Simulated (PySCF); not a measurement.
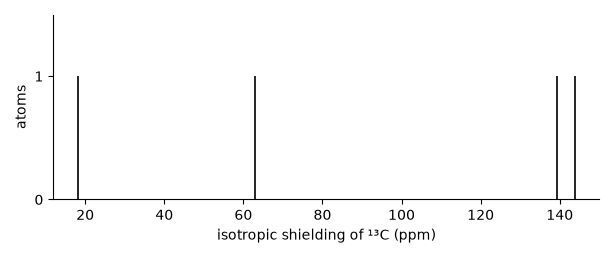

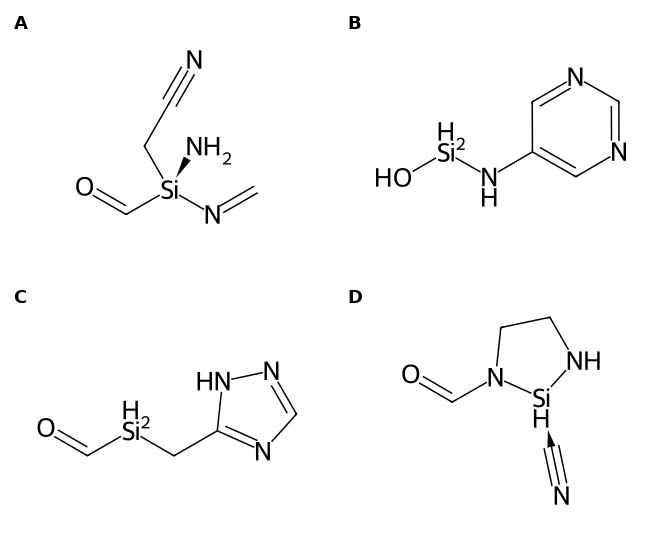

The sticks are computed shieldings of one of the molecules, for one fixed geometry (GFN2-xTB) without averaging over rotations. Low shielding means a high chemical shift. Method: GIAO PBE0/pcSseg-1 NMR shielding, non-relativistic, gas phase (PySCF 2.14.0).

**Match the spectrum to a structure.**

D, `N#C[Si@@H]1NCCN1C=O`. Its 4 C atoms give lines at 18.2, 63.0, 139.3, 143.8 ppm.

The geometry is semi-empirical. Around Si such bond lengths and angles can be off by a tenth of an ångström or more and by several degrees, and values that hang on the shape move with them.
